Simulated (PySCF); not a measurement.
# C3H8GeO: core binding energies at several levels of theory, part 3 of 3

PySCF 2.14.0. Atoms count from 0. Earlier steps stand in the parts before.

### Step 9. X-ray photoelectron lines: SCAN, non-relativistic

What the job is given:

```
{"job": {"kind": "xps", "x2c": false}, "charge": 0, "multiplicity": 1}
C      1.497509     0.723072     0.340969
C      0.894608    -0.324554    -0.585622
C     -0.313110     0.168682    -1.348096
O     -0.424352     0.050933    -2.541974
Ge    -1.813245     1.082482    -0.354726
H      2.364791     0.313578     0.878387
H      1.837868     1.606188    -0.220907
H      0.776120     1.064696     1.100440
H      1.623397    -0.687860    -1.327420
H      0.559562    -1.197468     0.004822
H     -1.552444     2.600092    -0.366151
H     -3.111023     0.779307    -1.115303
H     -1.932428     0.617826     1.111475
```

With the program's defaults for keys left out, this is: delta-SCF UKS SCAN, pcX-2 on the ionised atom, pcseg-1 elsewhere, non-relativistic.

Output:

```text
ground state, core basis on atom 0 (C), 154 functions
  cycle   1  E = -2270.83790133  |g| = 7.39e-01
  cycle   2  E = -2270.09833150  |g| = 1.95e+00
  cycle   3  E = -2270.93801750  |g| = 2.63e-01
  cycle   4  E = -2270.95217519  |g| = 1.11e-01
  cycle   5  E = -2270.95519547  |g| = 1.31e-02
  cycle   6  E = -2270.95524693  |g| = 6.54e-03
  cycle   7  E = -2270.95525854  |g| = 2.02e-03
  cycle   8  E = -2270.95526008  |g| = 4.03e-04
  E(ground) = -2271.09436242 Eh
hole in C 1s of atom 0
  cycle   1  E = -2259.70153491  |g| = 1.50e+00
  cycle   2  E = -2258.88296019  |g| = 1.90e+00
  cycle   3  E = -2260.13098359  |g| = 5.52e-01
  cycle   4  E = -2260.10062310  |g| = 6.20e-01
  cycle   5  E = -2260.25681364  |g| = 8.55e-02
  cycle   6  E = -2260.25920943  |g| = 3.74e-02
  cycle   7  E = -2260.26003534  |g| = 7.55e-03
  cycle   8  E = -2260.26007417  |g| = 3.11e-03
  cycle   9  E = -2260.26007997  |g| = 1.22e-03
  cycle  10  E = -2260.26008108  |g| = 6.29e-04
  cycle  11  E = -2260.26007881  |g| = 2.43e-04
  E(ion) = -2260.39822680 Eh   <S^2> = 0.7677   hole on atom = 1.000   binding energy = 291.057 eV
ground state, core basis on atom 1 (C), 154 functions
  cycle   1  E = -2270.95603183  |g| = 4.27e-02
  cycle   2  E = -2270.95597132  |g| = 2.65e-02
  cycle   3  E = -2270.95607542  |g| = 1.67e-02
  cycle   4  E = -2270.95611948  |g| = 1.02e-02
  cycle   5  E = -2270.95614007  |g| = 4.79e-04
  cycle   6  E = -2270.95614195  |g| = 1.20e-04
  E(ground) = -2271.09562004 Eh
hole in C 1s of atom 1
  cycle   1  E = -2259.69552962  |g| = 1.51e+00
  cycle   2  E = -2258.63208457  |g| = 2.10e+00
  cycle   3  E = -2260.06978273  |g| = 6.87e-01
  cycle   4  E = -2260.11474629  |g| = 6.10e-01
  cycle   5  E = -2260.26365562  |g| = 6.17e-02
  cycle   6  E = -2260.26499887  |g| = 1.72e-02
  cycle   7  E = -2260.26513607  |g| = 7.64e-03
  cycle   8  E = -2260.26516676  |g| = 2.41e-03
  cycle   9  E = -2260.26516981  |g| = 1.06e-03
  cycle  10  E = -2260.26517277  |g| = 4.85e-04
  E(ion) = -2260.40358298 Eh   <S^2> = 0.7688   hole on atom = 1.000   binding energy = 290.945 eV
ground state, core basis on atom 2 (C), 154 functions
  cycle   1  E = -2270.96186146  |g| = 4.12e-02
  cycle   2  E = -2270.96184155  |g| = 1.93e-02
  cycle   3  E = -2270.96181832  |g| = 2.25e-02
  cycle   4  E = -2270.96191199  |g| = 9.13e-03
  cycle   5  E = -2270.96193153  |g| = 7.21e-04
  cycle   6  E = -2270.96193041  |g| = 1.58e-04
  E(ground) = -2271.10111901 Eh
hole in C 1s of atom 2
  cycle   1  E = -2259.62673448  |g| = 1.50e+00
  cycle   2  E = -2257.03254428  |g| = 2.41e+00
  cycle   3  E = -2259.68913688  |g| = 9.18e-01
  cycle   4  E = -2259.97535149  |g| = 7.44e-01
  cycle   5  E = -2260.17338636  |g| = 2.51e-01
  cycle   6  E = -2260.19712338  |g| = 6.81e-02
  cycle   7  E = -2260.19960179  |g| = 2.07e-02
  cycle   8  E = -2260.20000929  |g| = 1.02e-02
  cycle   9  E = -2260.20020107  |g| = 7.77e-03
  cycle  10  E = -2260.20041930  |g| = 4.72e-03
  cycle  11  E = -2260.20049536  |g| = 2.82e-03
  cycle  12  E = -2260.20049868  |g| = 1.39e-03
  cycle  13  E = -2260.20050363  |g| = 7.19e-04
  cycle  14  E = -2260.20050372  |g| = 3.35e-04
  E(ion) = -2260.33837616 Eh   <S^2> = 0.8479   hole on atom = 1.000   binding energy = 292.869 eV
ground state, core basis on atom 3 (O), 154 functions
  cycle   1  E = -2270.98246367  |g| = 5.84e-02
  cycle   2  E = -2270.98121491  |g| = 8.71e-02
  cycle   3  E = -2270.98245527  |g| = 3.53e-02
  cycle   4  E = -2270.98267786  |g| = 7.56e-03
  cycle   5  E = -2270.98269743  |g| = 7.18e-04
  cycle   6  E = -2270.98269495  |g| = 2.47e-04
  E(ground) = -2271.11986899 Eh
hole in O 1s of atom 3
  cycle   1  E = -2250.38912111  |g| = 2.22e+00
  cycle   2  E = -2249.27427700  |g| = 2.40e+00
  cycle   3  E = -2250.96938878  |g| = 6.41e-01
  cycle   4  E = -2251.06188428  |g| = 5.43e-01
  cycle   5  E = -2251.22747300  |g| = 9.00e-02
  cycle   6  E = -2251.23082746  |g| = 3.14e-02
  cycle   7  E = -2251.23138408  |g| = 4.61e-03
  cycle   8  E = -2251.23139483  |g| = 1.93e-03
  cycle   9  E = -2251.23139894  |g| = 1.08e-03
  cycle  10  E = -2251.23140088  |g| = 3.72e-04
  E(ion) = -2251.36937604 Eh   <S^2> = 0.7661   hole on atom = 1.000   binding energy = 537.438 eV
```

It took 31 s on 1 thread of Arm Neoverse V1, shared host; peak memory 0.53 GiB.

Binding energies by hole, beside the orbital energy of the ground state; the difference holds orbital relaxation and, for a density functional, its self-interaction error:

```
     hole  stands for              environment  ΔSCF (eV)  −ε (eV)   ⟨S²⟩
C1s on C0          C0            methyl carbon     291.06    273.9  0.768
C1s on C1          C1  sp3 CH2 α to a carbonyl     290.95    274.1  0.769
C1s on C2          C2          carbonyl carbon     292.87    276.1  0.848
O1s on O3          O3          carbonyl oxygen     537.44    516.4  0.766
```

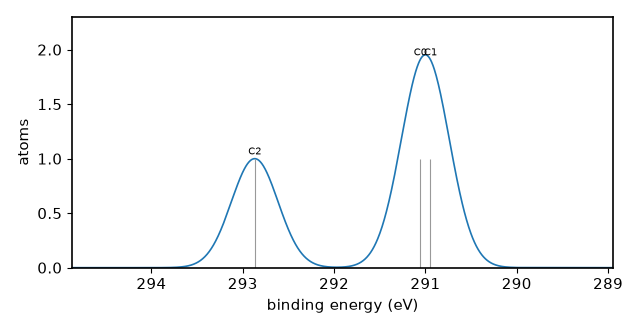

The C1s photoelectron lines, weighted by the number of atoms. Lines are broadened to a width of 0.60 eV (Gaussian).

### Step 10. Results

This closing draws on all 3 parts.

| quantity | value |
| --- | --- |
| C1s binding energies, SCAN/pcX-2 | C2 292.98, C0 291.16, C1 291.06 eV |
| O1s binding energies, SCAN/pcX-2 | O3 537.82 eV |
| C1s binding energies, B3LYP/pcX-2 | C2 293.08, C0 291.26, C1 291.14 eV |
| O1s binding energies, B3LYP/pcX-2 | O3 537.68 eV |
| C1s binding energies, PBE0/pcX-2 | C2 292.56, C0 290.69, C1 290.60 eV |
| O1s binding energies, PBE0/pcX-2 | O3 537.16 eV |
| C1s binding energies, PBE/pcX-2 | C2 292.03, C0 290.30, C1 290.20 eV |
| O1s binding energies, PBE/pcX-2 | O3 536.90 eV |
| C1s binding energies, SCAN/pcX-1 | C2 293.00, C0 291.16, C1 291.05 eV |
| O1s binding energies, SCAN/pcX-1 | O3 537.88 eV |
| C1s binding energies, SCAN/def2-TZVP | C2 293.41, C0 291.56, C1 291.44 eV |
| O1s binding energies, SCAN/def2-TZVP | O3 538.45 eV |
| C1s binding energies, SCAN/pcX-2, non-relativistic | C2 292.87, C0 291.06, C1 290.95 eV |
| O1s binding energies, SCAN/pcX-2, non-relativistic | O3 537.44 eV |
| property runs in this session | 8, of which 1 failed and 0 gave unsound results |

What this shows: Single values in the summary come from the first sound run of each kind (SCAN/pcX-2), which need not be the best level. At SCAN/pcX-2: C2 (carbonyl carbon) binds its C1s electron 1.93 eV more tightly than C1 (sp3 CH2 α to a carbonyl). At B3LYP/pcX-2: The C1s levels kept as sound span 1.94 eV, from C1 (sp3 CH2 α to a carbonyl) up to C2 (carbonyl carbon). At PBE0/pcX-2: The C1s levels kept as sound span 1.96 eV, from C1 (sp3 CH2 α to a carbonyl) up to C2 (carbonyl carbon). At PBE/pcX-2: C2 (carbonyl carbon) binds its C1s electron 1.82 eV more tightly than C1 (sp3 CH2 α to a carbonyl). At SCAN/pcX-1: The C1s levels kept as sound span 1.95 eV, from C1 (sp3 CH2 α to a carbonyl) up to C2 (carbonyl carbon). At SCAN/def2-TZVP: The C1s levels kept as sound span 1.97 eV, from C1 (sp3 CH2 α to a carbonyl) up to C2 (carbonyl carbon). At SCAN/pcX-2, non-relativistic: The C1s levels kept as sound span 1.92 eV, from C1 (sp3 CH2 α to a carbonyl) up to C2 (carbonyl carbon).
